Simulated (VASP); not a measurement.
Band structure of BaTiO3 (space group Pm-3m). Calculation: LDA (Ceperley-Alder, Perdew-Zunger), VASP's LDA PAW potentials (set 64) (plane waves; VASP 6.6.1).

Unless said otherwise, spin-orbit coupling is left out, though it shifts the bands of the heavy elements here.

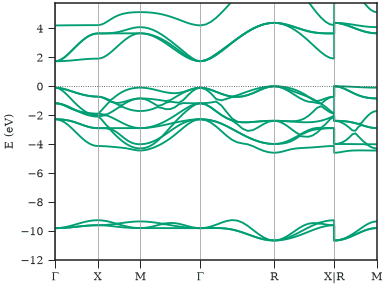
*Bands along high-symmetry lines, zero at the valence-band maximum or, without a gap, the Fermi level*

### Question
Read the plot: is there a gap, and where are the band edges?

### Answer
The gap is indirect, 1.73 eV, from the valence maximum at R to the conduction minimum at Γ. (Edges off the drawn lines would not show.)

The structure comes from a computed database's BaTiO3 entry (Pm-3m); how it stands against other phases isn't given here. It was relaxed first.
